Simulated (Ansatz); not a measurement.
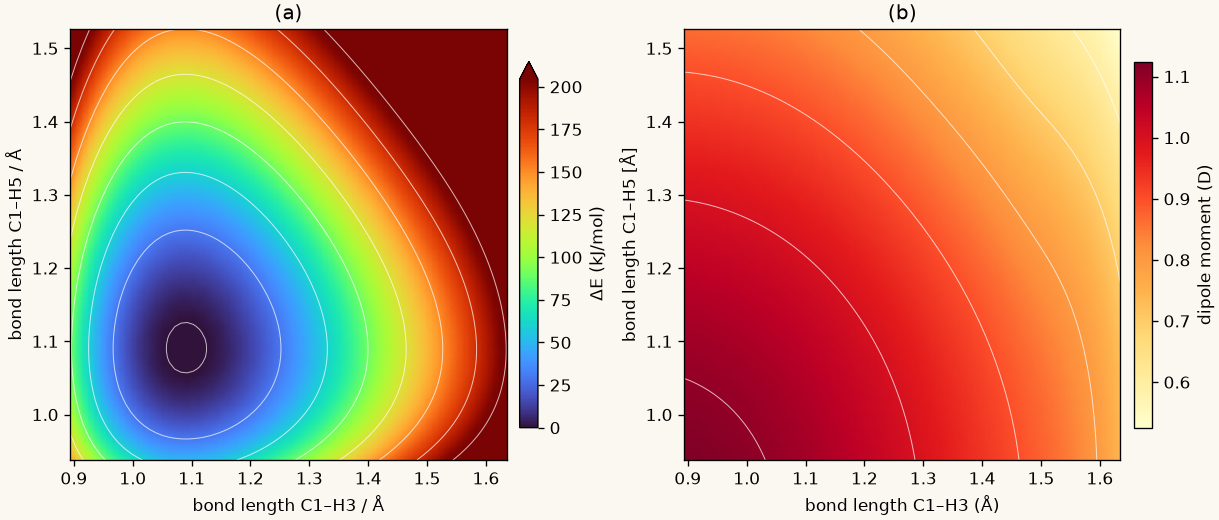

CH₄As, SMILES C[AsH], spin multiplicity 2. The first coordinate is: bond length C1–H3; the second: bond length C1–H5. Nothing is relaxed (all other coordinates rigid). The grid has 11 × 11 points. Energies: kJ/mol, counted from the lowest grid point. Method: UHF-MP2, frozen core/def2-TZVP in Ansatz.

Panel (a) is the energy and panel (b) the computed dipole moment on the same grid.

In the figure: a smooth colour map with a few white contour lines, one colour for all values above the top of the scale. Between grid points the surface is interpolated.

How does the dipole moment vary over the map, and what is it at the lowest grid point?

Leaving out the highest fifth of the energies, it runs from 0.72 D at bond length C1–H3 = 1.635 Å, bond length C1–H5 = 1.114 Å to 1.12 D at bond length C1–H3 = 0.894 Å, bond length C1–H5 = 0.938 Å. At the lowest grid point, bond length C1–H3 = 1.116 Å, bond length C1–H5 = 1.114 Å, it is 1.03 D.

```tsv
bond length C1–H5 ↓, bond length C1–H3 →	0.894	0.968	1.042	1.116	1.190	1.265	1.339	1.413	1.487	1.561	1.635
1.526	0.86	0.86	0.85	0.83	0.80	0.77	0.73	0.68	0.64	0.60	0.53
1.467	0.90	0.89	0.88	0.86	0.84	0.80	0.76	0.72	0.67	0.63	0.56
1.409	0.94	0.93	0.92	0.90	0.87	0.84	0.80	0.75	0.71	0.67	0.59
1.350	0.97	0.96	0.95	0.93	0.90	0.87	0.83	0.79	0.74	0.70	0.63
1.291	1.00	0.99	0.98	0.96	0.93	0.90	0.86	0.82	0.78	0.73	0.66
1.232	1.03	1.02	1.01	0.99	0.96	0.93	0.89	0.85	0.81	0.76	0.68
1.173	1.06	1.05	1.03	1.01	0.99	0.95	0.91	0.87	0.83	0.78	0.70
1.114	1.08	1.07	1.06	1.03	1.01	0.97	0.94	0.89	0.85	0.80	0.72
1.055	1.10	1.09	1.07	1.05	1.02	0.99	0.95	0.91	0.87	0.82	0.73
0.996	1.11	1.10	1.09	1.07	1.04	1.00	0.96	0.92	0.88	0.83	0.74
0.938	1.12	1.11	1.10	1.07	1.05	1.01	0.97	0.93	0.89	0.83	0.74
```
